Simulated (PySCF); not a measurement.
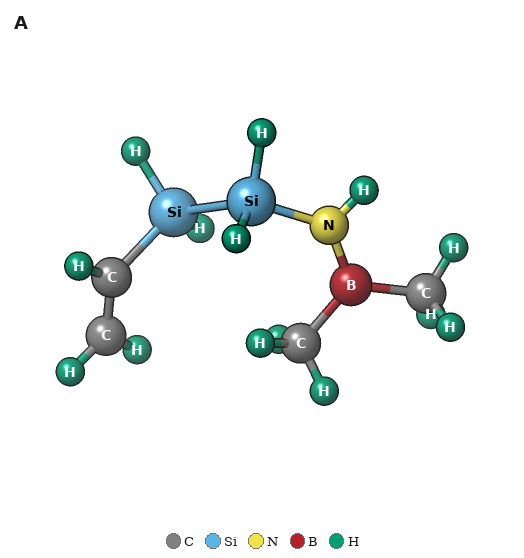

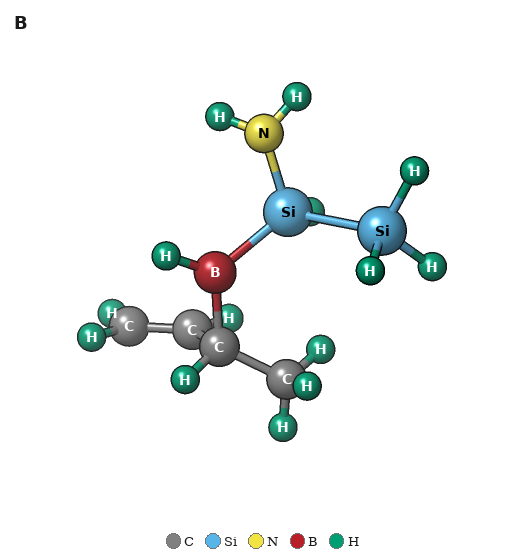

2 stationary structures of one formula. Geometries: GFN2-xTB. Electronic energies: PBE0/pcSseg-1 (PySCF 2.14.0), without zero-point energy. No frequency run is at hand to confirm each as a minimum. Each is one conformer, not always the lowest.

Question: Which structure is the most stable?

Answer: A is lowest; B lies 53.4 kcal/mol above it. A is `C=C[SiH2][SiH2]NB(C)C`, B is `C=C[C@@H](C)B[Si@@H](N)[SiH3]`.

The geometry is semi-empirical. Around B, Si such bond lengths and angles can be off by a tenth of an ångström or more and by several degrees, and values that hang on the shape move with them.
